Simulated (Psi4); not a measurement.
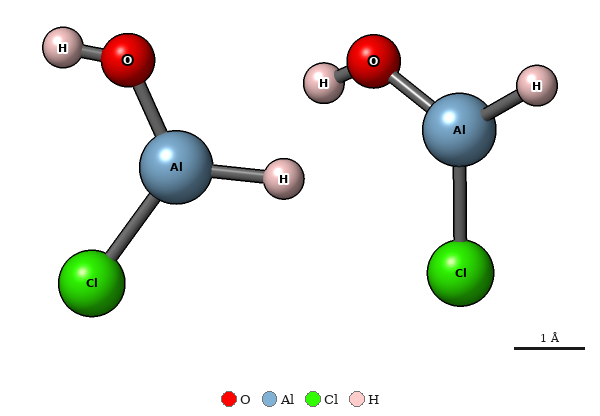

The structure (ball-and-stick view, seen on its broad side). Sticks mark near contacts.

## Interaction calculation of Al₂H₄Cl₂O₂ (part 1 of 2)

The run: interaction calculation of Al₂H₄Cl₂O₂, SMILES [OH][AlH][Cl].[OH][AlH][Cl]. Method and program: SVWN-RPA/jun-cc-pVDZ, RKS (Psi4 1.11).

**Input file (job.in)**
```
memory 1.6 GB

molecule {
  0 1
  O     -1.120060     0.385640    -0.506120
  Al     0.421040     0.199640     0.145780
  Cl     1.104940    -1.710660     0.671080
  H     -1.729460    -0.334360    -0.661220
  H      1.323540     1.459740     0.350480
  --
  0 1
  O      1.112780     3.077100    -1.177440
  Al     2.283060     3.817510    -0.219960
  Cl     3.954510     2.722810     0.413130
  H      1.150180     2.166340    -1.465470
  H      2.105500     5.317210     0.184540
  units angstrom
  symmetry c1
  no_reorient
  no_com
}

set basis jun-cc-pVDZ
set reference rks

energy('svwn', bsse_type='nocp')
```

Hardware: 1 thread of Intel Xeon @ 2.60GHz (Ice Lake), 24 GiB of memory available, shared host.

Launch command:
```bash
psi4 -i job.in -o job.out -n 1
```

**Output**
```
Psi4 1.11 release

  //>>>>>>>>>>>>>>>>>>>>>>>>>>>>>>>>>>>//
  //   ManyBody Setup: N-Body Levels 2 //
  //<<<<<<<<<<<<<<<<<<<<<<<<<<<<<<<<<<<//

    Model chemistry "(auto)" (§A):          3
        Number of 1-body computations:      2 (nocp: 2, cp: 0, vmfc_compute: 0)
        Number of 2-body computations:      1 (nocp: 1, cp: 0, vmfc_compute: 0)

    -----------------------------------------------------------------------
                               Psi4 1.11 release

    h
    h
    h

    -----------------------------------------------------------------------

    Memory:     1.5 GiB
    Threads:    1
                ecpint, einsums, f̶o̶r̶t̶e̶, gauxc, gcp, g̶d̶m̶a̶, geometric, g̶p̶u̶_̶d̶f̶c̶c̶,
                i̶n̶t̶e̶g̶r̶a̶t̶o̶r̶x̶x̶, i̶p̶i̶, libefp, m̶d̶i̶, m̶p̶2̶d̶, m̶r̶c̶c̶, ooo,
                o̶p̶e̶n̶f̶e̶r̶m̶i̶o̶n̶p̶s̶i̶4̶, pcmsolver, p̶s̶i̶4̶f̶o̶c̶k̶c̶i̶, p̶s̶i̶x̶a̶s̶,
                p̶y̶e̶i̶n̶s̶u̶m̶s̶, r̶e̶s̶p̶, s̶i̶m̶i̶n̶t̶, s̶n̶s̶m̶p̶2̶,
                v̶2̶r̶d̶m̶_̶c̶a̶s̶s̶c̶f̶

   => Loading Basis Set <=

    Name: JUN-CC-PVDZ
    Role: ORBITAL
    Keyword: BASIS

         ---------------------------------------------------------
                                   SCF
                              RKS Reference
                        1 Threads,   1525 MiB Core
         ---------------------------------------------------------

  ==> Geometry <==

    Molecular point group: c1
    Full point group: C1

    Geometry (in Bohr), charge = 0, multiplicity = 1:

       Center              X                  Y                   Z               Mass
    ------------   -----------------  -----------------  -----------------  -----------------
         O           -2.116606644080     0.728753983022    -0.956428186617    15.994914619570
         AL           0.795650287863     0.377264923686     0.275484274569    26.981538530000
         CL           2.088033985063    -3.232678893776     1.268157408272    34.968852682000
         H           -3.268205744934    -0.631848827308    -1.249524708675     1.007825032230
         H            2.501128116089     2.758508814376     0.662311212450     1.007825032230

  Running in c1 symmetry.

  Rotational constants: A =      0.81444  B =      0.09332  C =      0.08372 [cm^-1]
  Rotational constants: A =  24416.18654  B =   2797.51567  C =   2509.93650 [MHz]
  Nuclear repulsion =  129.301590769675926

  Charge       = 0
  Multiplicity = 1
  Electrons    = 40
  Nalpha       = 20
  Nbeta        = 20

  ==> Algorithm <==

  SCF Algorithm Type is DF.
  DIIS enabled.
  MOM disabled.
  Fractional occupation disabled.
  Guess Type is SAD.
  Energy threshold   = 1.00e-06
  Density threshold  = 1.00e-06
  Integral threshold = 1.00e-12

  ==> Primary Basis <==

  Basis Set: JUN-CC-PVDZ
    Blend: JUN-CC-PVDZ
    Number of shells: 34
    Number of basis functions: 72
    Number of Cartesian functions: 75
    Spherical Harmonics?: true
    Max angular momentum: 2

  ==> DFT Potential <==

   => LibXC <=

    Version 7.1.2

   => Composite Functional: SVWN <=

    Slater exchange
    Vosko, Wilk & Nusair (VWN5_RPA)

    Deriv               =              1
    GGA                 =          FALSE
    Meta                =          FALSE

    Exchange Hybrid     =          FALSE
    MP2 Hybrid          =          FALSE

   => Exchange Functionals <=

    1.0000         XC_LDA_X

   => Correlation Functionals <=

    1.0000   XC_LDA_C_VWN_RPA

   => LibXC Density Thresholds  <==

    XC_LDA_C_VWN_RPA:  1.00E-15
    XC_LDA_X:  1.00E-15

   => Molecular Quadrature <=

    Radial Scheme          =       TREUTLER
    Pruning Scheme         =           NONE
    Nuclear Scheme         =       TREUTLER

    Blocking Scheme        =         OCTREE
    BS radius alpha        =              1
    Pruning alpha          =              1
    Radial Points          =             75
    Spherical Points       =            302
    Total Points           =         110613
    Total Blocks           =            899
    Max Points             =            256
    Max Functions          =             72
    Weights Tolerance      =       1.00E-15

   => Loading Basis Set <=

    Name: (JUN-CC-PVDZ AUX)
    Role: JKFIT
    Keyword: DF_BASIS_SCF

  ==> Integral Setup <==

  DFHelper Memory: AOs need 0.016 GiB; user supplied 1.066 GiB.
  SCF_SUBTYPE=INCORE selected. In-core MEM_DF algorithm will be used.
  Using in-core AOs.

  ==> MemDFJK: Density-Fitted J/K Matrices <==

    J tasked:                   Yes
    K tasked:                    No
    wK tasked:                   No
    Memory [MiB]:              1091
    Algorithm:                 Core
    Schwarz Cutoff:           1E-12
    Mask sparsity (%):       0.0000
    Fitting Condition:        1E-10

   => Auxiliary Basis Set <=

  Basis Set: (JUN-CC-PVDZ AUX)
    Blend: JUN-CC-PVDZ-JKFIT
    Number of shells: 123
    Number of basis functions: 367
    Number of Cartesian functions: 421
    Spherical Harmonics?: true
    Max angular momentum: 3

  Cached 100.0% of DFT collocation blocks in 0.052 [GiB].

  Minimum eigenvalue in the overlap matrix is 2.2595308606E-03.
  Reciprocal condition number of the overlap matrix is 4.0229037786E-04.
    Using symmetric orthogonalization.

  ==> Pre-Iterations <==

  SCF Guess: Superposition of Atomic Densities via on-the-fly atomic UHF (no occupation information).

   -------------------------
    Irrep   Nso     Nmo
   -------------------------
     A         72      72
   -------------------------
    Total      72      72
   -------------------------

  ==> Iterations <==

                           Total Energy        Delta E     RMS |[F,P]|

   @DF-RKS iter SAD:  -776.44761529357538   -7.76448e+02   0.00000e+00
   @DF-RKS iter   1:  -776.56205166533289   -1.14436e-01   1.24654e-02 ADIIS/DIIS
   @DF-RKS iter   2:  -773.81199247888662    2.75006e+00   3.15673e-02 ADIIS/DIIS
   @DF-RKS iter   3:  -776.85234570932857   -3.04035e+00   3.51627e-03 ADIIS/DIIS
   @DF-RKS iter   4:  -776.88000496147299   -2.76593e-02   2.00321e-03 ADIIS/DIIS
   @DF-RKS iter   5:  -776.89126490541992   -1.12599e-02   4.73043e-04 ADIIS/DIIS
   @DF-RKS iter   6:  -776.89192856751299   -6.63662e-04   1.70321e-04 ADIIS/DIIS
   @DF-RKS iter   7:  -776.89200894423971   -8.03767e-05   4.50017e-05 DIIS
   @DF-RKS iter   8:  -776.89201346033815   -4.51610e-06   1.22083e-05 DIIS
   @DF-RKS iter   9:  -776.89201379498763   -3.34649e-07   2.44806e-06 DIIS
   @DF-RKS iter  10:  -776.89201380892246   -1.39348e-08   4.09837e-07 DIIS
  Energy and wave function converged.

  ==> Post-Iterations <==

   Electrons on quadrature grid:
      Ntotal   =   40.0000122692 ; deviation = 1.227e-05

    Orbital Energies [Eh]
    ---------------------

    Doubly Occupied:

       1A   -100.325703     2A    -55.184682     3A    -18.641739
       4A     -9.155545     5A     -7.011346     6A     -7.007108
       7A     -7.006145     8A     -3.968721     9A     -2.602358
      10A     -2.599391    11A     -2.595703    12A     -0.926129
      13A     -0.764973    14A     -0.499304    15A     -0.403791
      16A     -0.346454    17A     -0.332280    18A     -0.324433
      19A     -0.313901    20A     -0.306701

    Virtual:

      21A     -0.086135    22A     -0.071527    23A     -0.025511
      24A     -0.001689    25A      0.007110    26A      0.014387
      27A      0.034796    28A      0.054271    29A      0.071013
      30A      0.074640    31A      0.078745    32A      0.089157
      33A      0.112540    34A      0.130251    35A      0.148019
      36A      0.181467    37A      0.182774    38A      0.220614
      39A      0.235858    40A      0.247321    41A      0.259530
      42A      0.276201    43A      0.284548    44A      0.343227
      45A      0.427376    46A      0.500717    47A      0.625827
      48A      0.637970    49A      0.660659    50A      0.663374
      51A      0.679107    52A      0.710682    53A      0.762254
      54A      0.770913    55A      0.863247    56A      0.902953
      57A      1.017022    58A      1.032521    59A      1.155641
      60A      1.183639    61A      1.279927    62A      1.342502
      63A      1.424126    64A      1.533920    65A      1.747459
      66A      1.914354    67A      2.077061    68A      2.523768
      69A      2.637783    70A      2.789574    71A      2.842084
      72A      3.539986

    Final Occupation by Irrep:
              A
    DOCC [    20 ]
    NA   [    20 ]
    NB   [    20 ]

  @DF-RKS Final Energy:  -776.89201380892246

   => Energetics <=

    Nuclear Repulsion Energy =            129.3015907696759257
    One-Electron Energy =               -1334.8634913923951899
    Two-Electron Energy =                 482.6396249927435065
    DFT Exchange-Correlation Energy =     -53.9697381789466490
    Empirical Dispersion Energy =           0.0000000000000000
    VV10 Nonlocal Energy =                  0.0000000000000000
    Total Energy =                       -776.8920138089224565

Computation Completed

Properties will be evaluated at   0.000000,   0.000000,   0.000000 [a0]

Properties computed using the SCF density matrix

 Multipole Moments:

 ------------------------------------------------------------------------------------
     Multipole            Electronic (a.u.)      Nuclear  (a.u.)        Total (a.u.)
 ------------------------------------------------------------------------------------

 L = 1.  Multiply by 2.5417464519 to convert [e a0] to [Debye]
 Dipole X            :        -28.3933822           28.1401007           -0.2532815
 Dipole Y            :         42.0669458          -42.0944053           -0.0274596
 Dipole Z            :        -17.0007035           16.9013325           -0.0993710
 Magnitude           :                                                    0.2734595

 ------------------------------------------------------------------------------------

	total time  =          2 seconds =       0.03 minutes

    Psi4 run time: 0:00:02.61

    -----------------------------------------------------------------------
                               Psi4 1.11 release

    h
    h
    h

    -----------------------------------------------------------------------

    Memory:     1.5 GiB
    Threads:    1
                ecpint, einsums, f̶o̶r̶t̶e̶, gauxc, gcp, g̶d̶m̶a̶, geometric, g̶p̶u̶_̶d̶f̶c̶c̶,
                i̶n̶t̶e̶g̶r̶a̶t̶o̶r̶x̶x̶, i̶p̶i̶, libefp, m̶d̶i̶, m̶p̶2̶d̶, m̶r̶c̶c̶, ooo,
                o̶p̶e̶n̶f̶e̶r̶m̶i̶o̶n̶p̶s̶i̶4̶, pcmsolver, p̶s̶i̶4̶f̶o̶c̶k̶c̶i̶, p̶s̶i̶x̶a̶s̶,
                p̶y̶e̶i̶n̶s̶u̶m̶s̶, r̶e̶s̶p̶, s̶i̶m̶i̶n̶t̶, s̶n̶s̶m̶p̶2̶,
                v̶2̶r̶d̶m̶_̶c̶a̶s̶s̶c̶f̶

  ==> Geometry <==

    Molecular point group: c1
    Full point group: C1

    Geometry (in Bohr), charge = 0, multiplicity = 1:

       Center              X                  Y                   Z               Mass
    ------------   -----------------  -----------------  -----------------  -----------------
         O            2.102849437887     5.814876260646    -2.225039129159    15.994914619570
         AL           4.314358127988     7.214048381197    -0.415664158556    26.981538530000
         CL           7.472940860384     5.145365191658     0.780702554210    34.968852682000
         H            2.173525194979     4.093789294624    -2.769336945075     1.007825032230
         H            3.978818357151    10.048070651546     0.348730059192     1.007825032230

  Running in c1 symmetry.

  Rotational constants: A =      0.13653  B =      0.01150  C =      0.01071 [cm^-1]
  Rotational constants: A =   4093.07278  B =    344.77202  C =    320.98983 [MHz]
  Nuclear repulsion =  129.301686691252087

  Charge       = 0
  Multiplicity = 1
  Electrons    = 40
  Nalpha       = 20
  Nbeta        = 20

   => Molecular Quadrature <=

    Radial Scheme          =       TREUTLER
    Pruning Scheme         =           NONE
    Nuclear Scheme         =       TREUTLER
```
